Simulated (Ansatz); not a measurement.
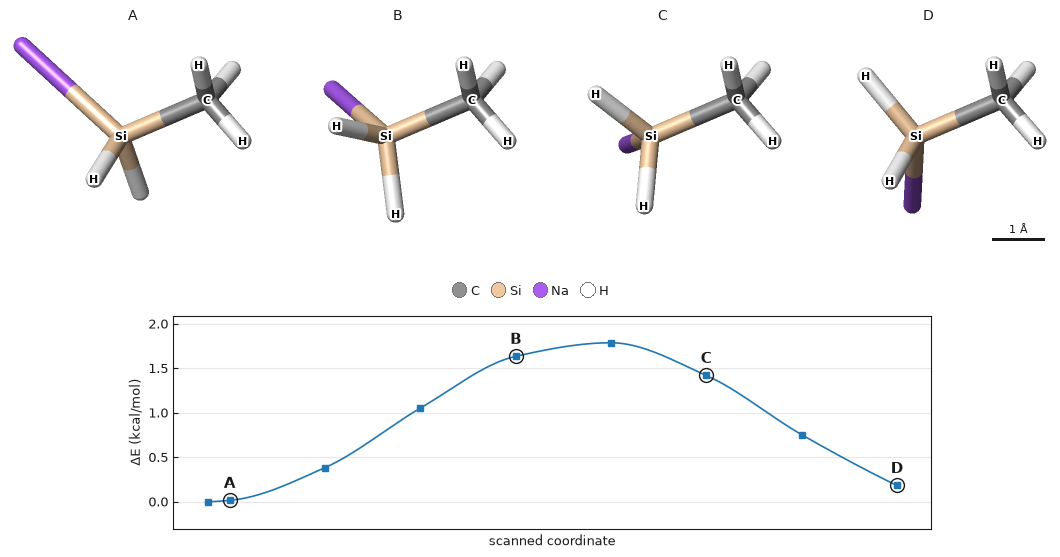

A scan of CH₅NaSi along one coordinate. The picture is a stick view, seen at a tilt.

Single-point energies from Ansatz with r2SCAN-D4 in the def2-TZVPP basis, on geometries moved rigidly from the minimum at PBE0-D4/def2-TZVP. Energies are counted from the PBE0-D4/def2-TZVP minimum geometry at the same level.

Which coordinate changes from frame to frame?

One H–C–Si–Na dihedral angle is varied, with the rest of the molecule carried along rigidly. In the frames the dihedral is −176.5° (A), −131.5° (B), −101.5° (C), −71.5° (D). The lowest computed point lies at the dihedral −180.0° (0.00 kcal/mol). A local maximum lies at −116.5° (1.79 kcal/mol). The highest point, at −116.5°, lies 1.79 kcal/mol above the lowest and gives an upper estimate of the barrier to rotation, since the rotor is rigid.
